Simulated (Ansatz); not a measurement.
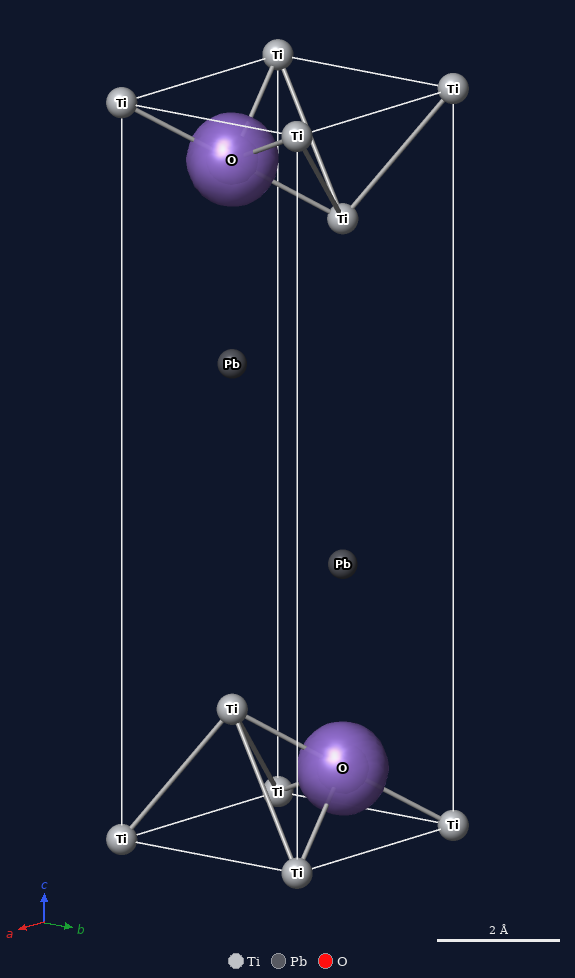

The picture shows: Ti$_{3}$Pb$_{2}$O$_{2}$. Isosurface of the electron localisation function at 0.75 (purple), seen at an oblique angle. Only the valence region is drawn (cores and ρ < 0.01 e/Å³ removed). Sticks mark near contacts.

Space group P-3m1; a generated structure, not necessarily the stable one.

Computed with Ansatz, DFT PBE, spin-orbit coupling, plane waves, PAW.

Q: Describe the localisation domains.

A: The surface consists of two regions wrapped around O (the valence shell of each), counted in one cell of 7 atoms. Regions shared between cells count once. Profiles from the grid: Ti–O (2.15 Å): the ELF peaks at about 0.80 in the valence shell of O, 0.6 Å from its nucleus, and is about 0.10 at the midpoint (no localised pair shows between them). Ti–Ti (2.93 Å): the ELF is about 0.15 at the midpoint (no shared electron pair shows on this line).
